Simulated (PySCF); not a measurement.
# C4H5F2GaO3: the cost of one run

The runs use PySCF 2.14.0, with density-fitted response routines of our own; the level of theory stands in each step. All values are computed, except where a source is named. Atoms are numbered from 0 throughout.

### 1 Starting geometry

15 atoms, charge 0, multiplicity 1; geometry from: GFN2-xTB. The atoms were then displaced at random by about 0.01 Å, so the start is not that level's minimum.

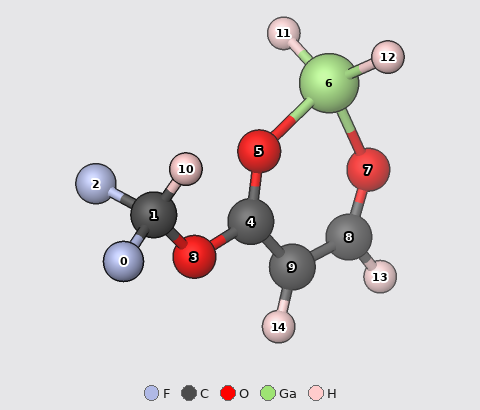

The starting geometry (fluorine light blue, carbon dark grey, oxygen red, gallium green, hydrogen pink), atoms numbered.

### 2 Relaxing the molecule at PBE0-D3(BJ)/def2-SVP

What the job is given:

```
{"job": {"xc": "PBE0", "basis": "def2-SVP", "d3": "d3bj", "grid": 1, "shake": 0.01, "kind": "geom"}, "charge": 0, "multiplicity": 1}
F      2.597190     2.358690    -1.338910
C      2.051390     1.486510    -0.500630
F      3.048200     0.704420    -0.094320
O      1.164230     0.756930    -1.198970
C      0.158680     0.103860    -0.502660
O      0.160630     0.223750     0.756820
Ga    -1.045070    -0.638030     2.048650
O     -1.995470    -1.387760     0.559730
C     -1.772930    -1.313370    -0.661080
C     -0.748100    -0.612300    -1.261960
H      1.631370     2.010130     0.389600
H     -0.269400    -1.730710     2.793050
H     -1.904330     0.506250     2.670790
H     -2.469340    -1.872060    -1.328370
H     -0.622380    -0.613690    -2.338990
```

Run with:

```console
$ OMP_NUM_THREADS=1 python probes_run.py task.json out
```

The driver reads the jobs from task.json and runs them one after another.

Q: Estimate the wall time and peak memory of this first job on 1 thread of Intel Xeon 6975P-C, shared host.

About 2 min, with a peak of 0.88 GiB.
